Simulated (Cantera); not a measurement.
Charge: 1 mol V, 0.22 mol N2O, a varied amount of H2, held at 2450 K and 13.3 mbar.

Cantera equilibrium calculation (NASA polynomials, part measured and part estimated; ideal gas, pure solids and liquids). Candidate condensed phases: H2O, V, VN, VO, V2O3, V2O4, V2O5; 28 gas species. Condensed phases not in the tables: V2N, N, O or C dissolved in the metal. The numbers say what is thermodynamically allowed, not how fast it happens.

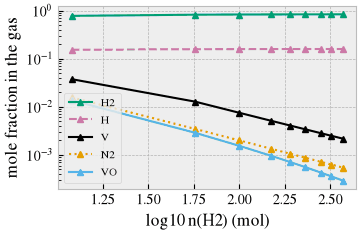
Figure: Equilibrium gas composition (values under 1e-9 drawn at 1e-9)

At 12 mol H2 the condensed part is V(l). From 57 mol H2 to 370 mol H2 nothing is condensed. The main V-bearing gas is V throughout.
